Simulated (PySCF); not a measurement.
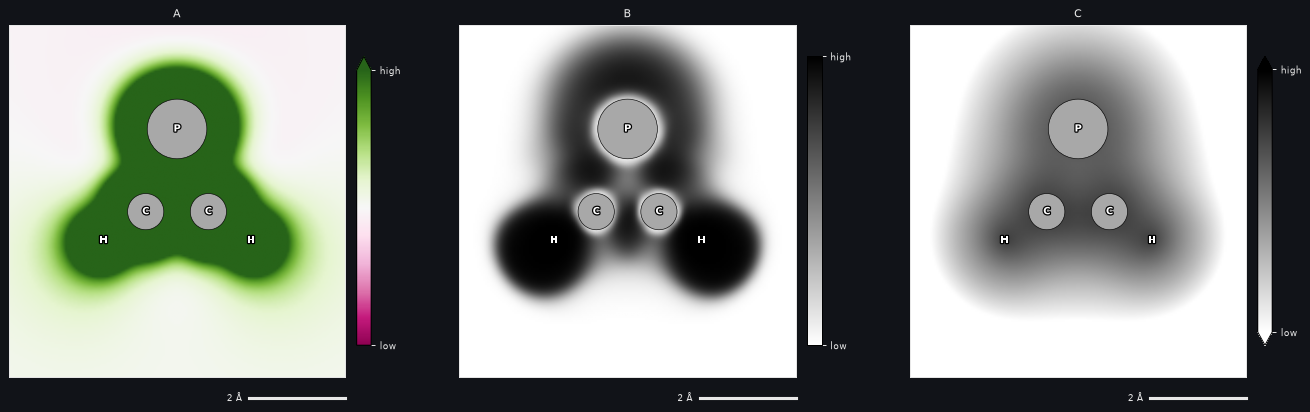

C2H3P (SMILES C1=CP1): 3 fields on the plane of atoms C2, C1 and P3, with unlabelled colour scales. Grey discs cover the atomic cores.

Geometry: GFN2-xTB.

These are results of PBE0/pcSseg-1, SCF density, gas phase, non-relativistic in PySCF, not measurements.

Input

```
{"job": {"kind": "nmr", "xc": "PBE0", "basis": "pcSseg-1"}, "charge": 0, "multiplicity": 1}
C     -0.559365    -0.571656     0.045662
C     -0.354572     0.716786     0.057284
P      1.116476    -0.183254     0.697603
H     -1.255723    -1.352734    -0.160173
H     -0.774040     1.678672    -0.132931
H      1.830346    -0.285823    -0.529020
```

Command:

```sh
OMP_NUM_THREADS=1 python probes_run.py task.json out
```

Question: The panels show electron density, electron localisation function and electrostatic potential in some order. Assign them.

Answer: Panel A: electrostatic potential (strongly positive close to the atoms and fading to about zero outside). Panel B: electron localisation function. Panel C: electron density. From the grid: C–C (1.30 Å): ρ is about 2.3 e/Å³ halfway; the ELF peaks at about 0.90 between the atoms: a short, multiple covalent bond. C–P (1.84 Å): ρ at the midpoint is about 0.98 e/Å³; the ELF peaks at about 0.80 between the atoms (localised, covalent bonding).
